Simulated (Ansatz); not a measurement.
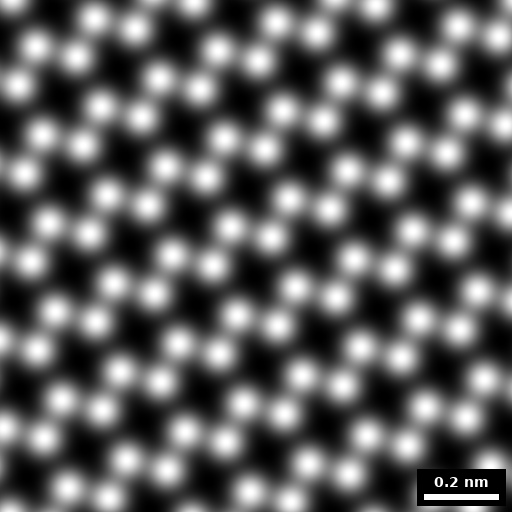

Z-contrast image of Zn (P6_3/mmc, No. 194). Simulation: incoherent imaging, intensity Z^1.6 per atom, probe width 0.84 Å, thin sample. The probe carries 25 % of its weight in a tail 2.5 times as wide. Model: the end point of a relaxation with DFT PBEsol, scalar-relativistic, plane waves, PAW (Ansatz).

```cif
data_structure
_symmetry_space_group_name_H-M 'P6_3/mmc'
_symmetry_Int_Tables_number 194
_cell_length_a 2.5992
_cell_length_b 2.5992
_cell_length_c 4.8610
_cell_angle_alpha 90.000
_cell_angle_beta 90.000
_cell_angle_gamma 120.000
_cell_volume 28.44
loop_
_atom_site_label
_atom_site_type_symbol
_atom_site_symmetry_multiplicity
_atom_site_Wyckoff_symbol
_atom_site_fract_x
_atom_site_fract_y
_atom_site_fract_z
_atom_site_occupancy
Zn1 Zn 2 d 0.33333 0.66667 0.75000 1
```

> Along which zone axis is the crystal seen: [001], [201], [102] or [211]? (Directions equivalent by symmetry count as one.)

[201]. The projected cells are 2.60 × 2.60 Å, 120° for [001]; 1.78 × 2.42 Å, 112° for [201]; 1.26 × 2.25 Å, 90° for [102]; 2.10 × 2.10 Å, 104° for [211], and the image repeats as the [201] one does.
